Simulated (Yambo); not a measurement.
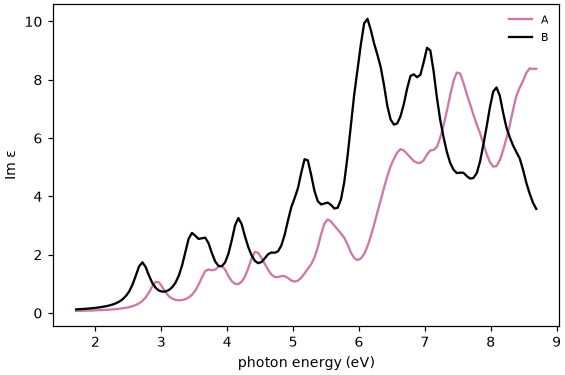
*Two computed absorption spectra of GaN (wurtzite, space group P6_3mc, No. 186) (Yambo, PBE bands with the same scissor, field along x)*

Axes are Cartesian, with cell vectors (Å) (3.18, 0.00, 0.00), (-1.59, 2.76, 0.00), (0.00, 0.00, 5.19).

Q: Which curve includes the electron-hole attraction (BSE)?

A: Curve B: the attraction moves weight to lower energy (centre of the plotted range 6.3 eV against 6.8 eV). Settings: 9×9×6 mesh, 6 valence and 3 conduction bands, static screening with 34 bands and a 4 Ry block, scissor 0.96 eV, Tamm-Dancoff. The scissor comes from a G0W0 run whose convergence isn't established. Broadening 0.15 eV. The band window holds all transitions up to 9.7 eV. On this mesh the peak heights and the fine structure are mesh artefacts; only the shift of weight is robust.

Bands and orbitals come from the standard potentials; the scissor and the G0W0 gaps come from a run at the same geometry on the stringent ones, which hold whole semicore shells in the valence.

Spin-orbit coupling is not included.

Geometry relaxed with PBEsol; primitive cell a = b = 3.1838 Å, c = 5.1867 Å, α = β = 90.00°, γ = 120.00°.
